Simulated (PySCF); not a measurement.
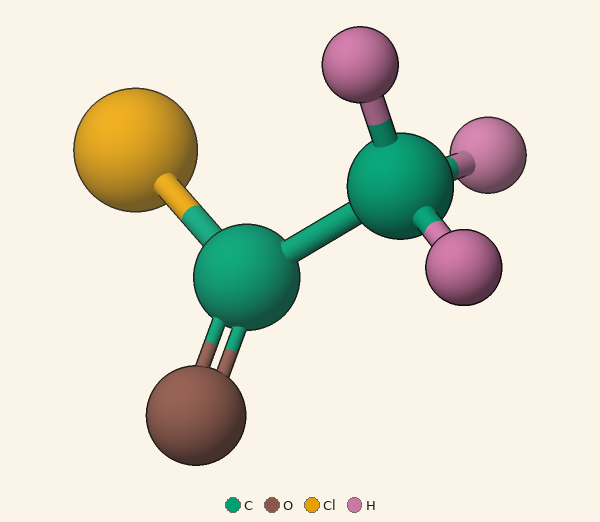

Rendered structure (ball-and-stick style). Double and triple bonds are drawn as two and three sticks.

The computed structure is the end point of a PBE0-D3(BJ)/def2-TZVP optimisation. No frequency run is at hand to confirm it as a minimum.

> Give the formula.

C2H3ClO, 7 atoms: 2 carbon, 3 hydrogen, 1 chlorine and 1 oxygen.

> Name functional groups in it.

Among them: C–Cl bond.

> What is the point group of this geometry?

Cs.

> Count the bonded pairs by element.

3 C–H, 1 C–C, 1 C–O, 1 C–Cl.

The parts below concern this one geometry. Atoms keep their numbers from picture to picture.

### Levels of theory compared

No frequency run is at hand to confirm it as a minimum. Program: PySCF 2.14.0.

Tabulate dipole (D), HOMO–LUMO gap (eV), HOMO energy (eV) at these levels: B97-2/pcSseg-2; CAM-B3LYP/aug-cc-pVTZ; KT3/pcSseg-2; PBE0/aug-cc-pVTZ; PBE0/pcSseg-2; WP04/pcSseg-2 in chloroform (IEF-PCM); ωB97X-D/aug-cc-pVTZ; ωB97X-D/pcSseg-2; ωB97X-D/pcSseg-2 in chloroform (IEF-PCM).

```csv
level,dipole (D),HOMO–LUMO gap (eV),HOMO energy (eV)
B97-2/pcSseg-2,2.86,7.21,−8.36
CAM-B3LYP/aug-cc-pVTZ,2.84,10.09,−10.03
KT3/pcSseg-2,2.76,5.12,−7.26
PBE0/aug-cc-pVTZ,2.80,7.52,−8.62
PBE0/pcSseg-2,2.87,7.56,−8.63
WP04/pcSseg-2 in chloroform (IEF-PCM),3.43,6.45,−9.80
ωB97X-D/aug-cc-pVTZ,2.81,11.22,−10.48
ωB97X-D/pcSseg-2,2.89,11.30,−10.49
ωB97X-D/pcSseg-2 in chloroform (IEF-PCM),3.43,11.40,−10.52
```

### NMR shielding

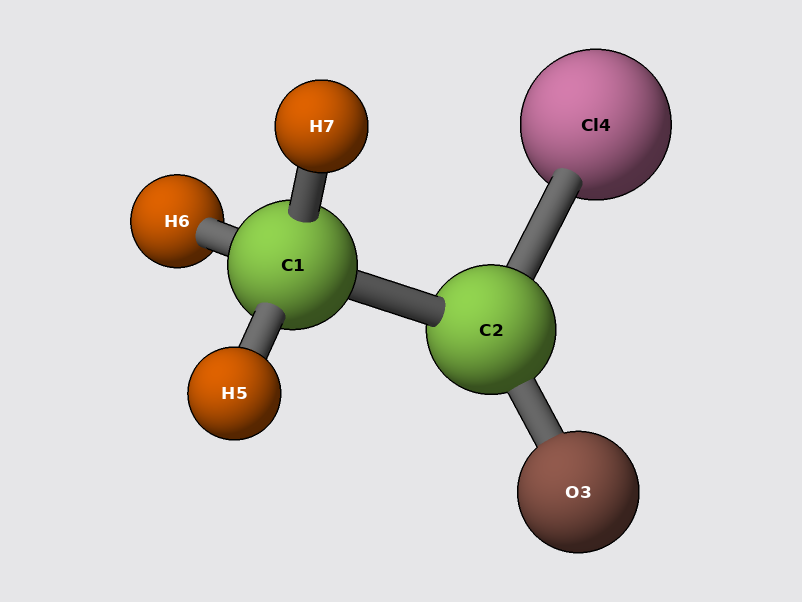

No frequency run is at hand to confirm it as a minimum. Level of theory: GIAO KT3/pcSseg-2 NMR shielding, non-relativistic, gas phase (PySCF 2.14.0). Principal shieldings σ11 ≤ σ22 ≤ σ33, span Ω = σ33 − σ11, skew κ = 3(σiso − σ22)/Ω.

> Which C atom has the most anisotropic shielding?

C2, with a span of 153 ppm.

Give the shielding tensors of the C atoms.

```tsv
atom	σ11	σ22	σ33	σiso	Ω	κ
C1	122.7	133.7	191.1	149.2	68.3	0.68
C2	−88.8	47.8	64.0	7.7	152.9	−0.79
```

Shieldings and span in ppm.

### Polarisability

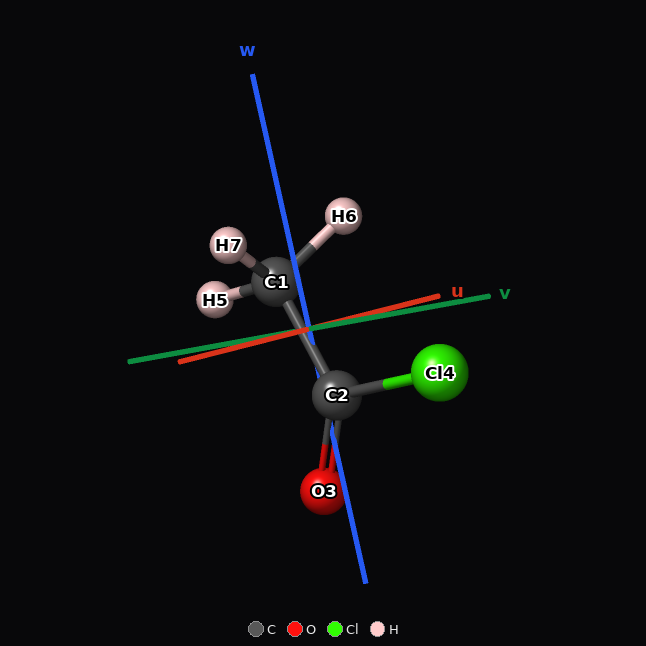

The lines u, v and w are the principal axes of the static dipole polarisability. No frequency run is at hand to confirm it as a minimum. Method: PBE0/aug-cc-pVTZ (PySCF 2.14.0).

> Along which axis is the molecule most polarisable, and along which least?

Most along v (nearly parallel to the C2–Cl4 bond), least along u.

> Give the three principal values.

u 33.0, v 54.3, w 44.1 bohr³; mean 43.8, anisotropy 18.5 bohr³.
